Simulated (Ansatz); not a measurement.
Base system: SiO2 (space group P3_121, No. 152; a = 4.949 Å, c = 5.442 Å).

Structures relaxed with Ansatz (a first-principles code), PBEsol, PAW, cutoff 420 eV, no spin-orbit coupling.

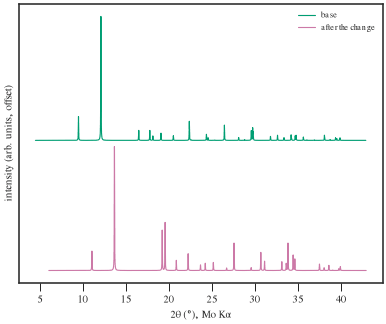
Fig. 1. Simulated powder patterns before (top) and after one change

Question: What was done to the base?
(A) pressure −1 GPa
(B) pressure −2 GPa
(C) pressure 30 GPa
(D) pressure 3 GPa

Answer: C, pressure 30 GPa. Its volume per atom is 8.84 Å³ against 12.83 Å³, and its space group is P3_121 (No. 152).

Load acts through the strain it causes; cell and atoms are relaxed under it. Stability against distortions was not tested. Competing high-pressure phases were not computed.
